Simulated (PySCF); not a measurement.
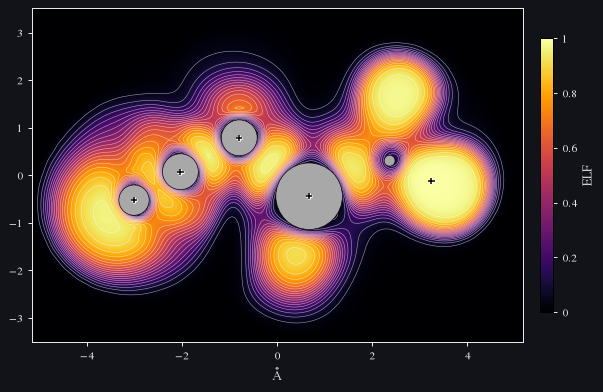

The electron localisation function on a plane through atoms (crosses mark nuclei in the plane; grey discs cover the cores).

Level of theory: PBE0/pcSseg-1, SCF density, gas phase, non-relativistic in PySCF 2.14.0.

Candidates:
A. C7H16SSi
B. C4H6BCl3 (SMILES C[C@H](Cl)/C=C/B(Cl)Cl)
C. C4H7NSi (SMILES N#CC[SiH]1CC1)

### Which system is this?

Candidate C: C4H7NSi on the plane of atoms C2, C3 and Si4, which holds N, C, Si and H. C–N (1.14 Å): the ELF peaks at about 0.85 between the atoms; a short, multiple covalent bond. C–C (1.43 Å): the ELF peaks at about 0.95 between the atoms (localised, covalent bonding).
